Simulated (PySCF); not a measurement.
## Electronic structure of C6H13ClO2S in real space

Input file:

```
{"job": {"kind": "nmr", "xc": "PBE0", "basis": "pcSseg-1"}, "charge": 0, "multiplicity": 1}
C      1.697082    -0.938519     0.836949
C      0.904501     0.257004     0.296204
C      1.615317     0.817244    -0.935505
C     -0.553483    -0.118223     0.032311
C     -1.239339    -0.759408     1.220266
C     -0.824431    -0.865330    -1.258116
S     -1.523947     1.437396    -0.228515
O     -2.921870     1.139529    -0.258238
O     -1.009335     2.265649    -1.273774
Cl    -1.216808     2.478208     1.504987
H      1.676517    -1.766341     0.132308
H      2.732936    -0.644121     0.980766
H      1.308812    -1.278645     1.791618
H      0.896261     1.032883     1.070364
H      1.034633     1.609905    -1.395832
H      1.796127     0.035659    -1.669592
H      2.577437     1.228749    -0.640206
H     -0.978659    -0.246268     2.143230
H     -0.961390    -1.807514     1.306623
H     -2.317501    -0.700321     1.087057
H     -1.888257    -1.079573    -1.337551
H     -0.533391    -0.265350    -2.116327
H     -0.275964    -1.805626    -1.278949
```

Command:

```sh
OMP_NUM_THREADS=1 python probes_run.py task.json out
```

Geometry: GFN2-xTB.

These are results of PBE0/pcSseg-1, SCF density, gas phase, non-relativistic (PySCF 2.14.0), not measurements.

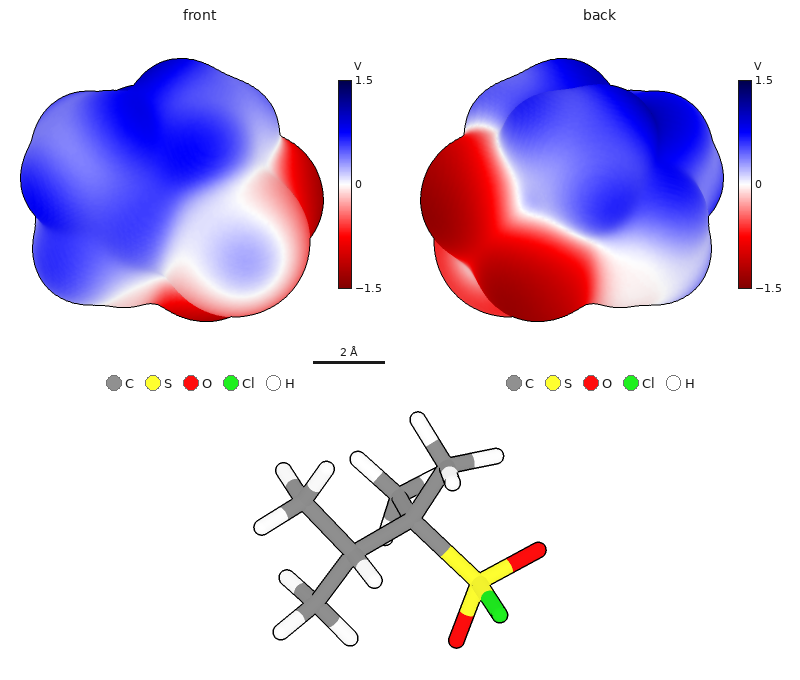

Figure 1. The electrostatic potential painted on the density surface at 0.001 e/bohr³, seen from the front and from behind; red is negative and blue positive. The bare structure is drawn below in the same view.

**Where is the surface potential most negative and most positive?**

The most negative region (about −1.3 V) lies over O8 and O9, the most positive (about +1.1 V) over H11 and H23. Cl10 shows a σ-hole: about +0.2 V at the tip opposite its bond, against about −0.2 V on its flanks.

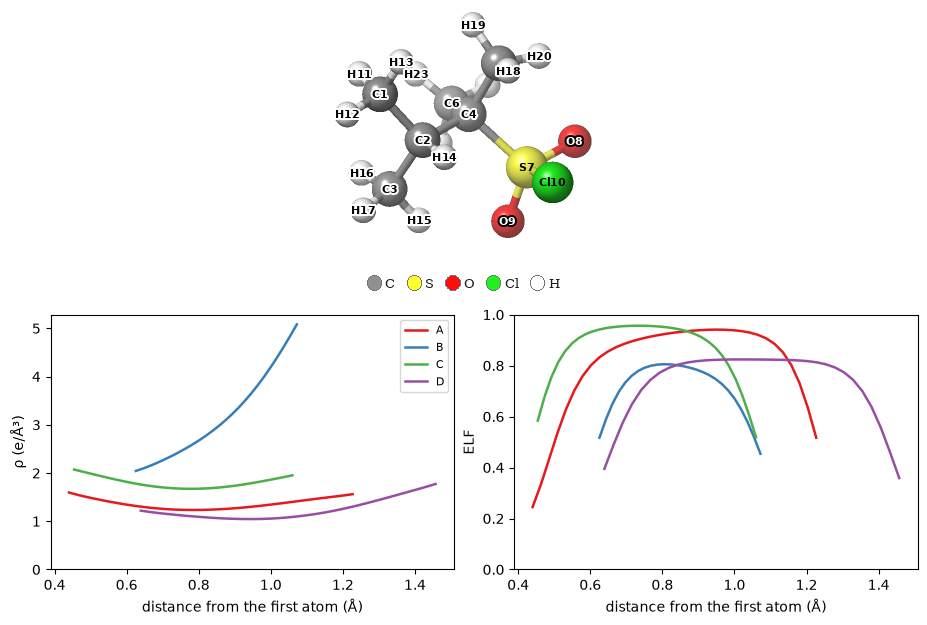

Figure 2. Total electron density and electron localisation function along straight lines between neighbouring atoms. The curves leave out the atomic cores. The structure is drawn too.

**Which curve belongs to which contact (C–C, C–S, S–Cl and S–O)? The first atom named is at distance zero.**

Curve A: C–S (1.85 Å): ρ is about 1.3 e/Å³ halfway; the ELF peaks at about 0.95 between the atoms: a covalent bond. Curve B: S–O (1.43 Å): the density is about 2.3 e/Å³ at the midpoint; the ELF peaks at about 0.80 between the atoms, as expected for a short, strongly polar bond. Curve C: C–C (1.51 Å): ρ at the midpoint is about 1.7 e/Å³; the ELF peaks at about 0.95 between the atoms (a shared electron pair). Curve D: S–Cl (2.05 Å): ρ at the midpoint is about 1.1 e/Å³; the ELF peaks at about 0.80 between the atoms; localised, covalent bonding.
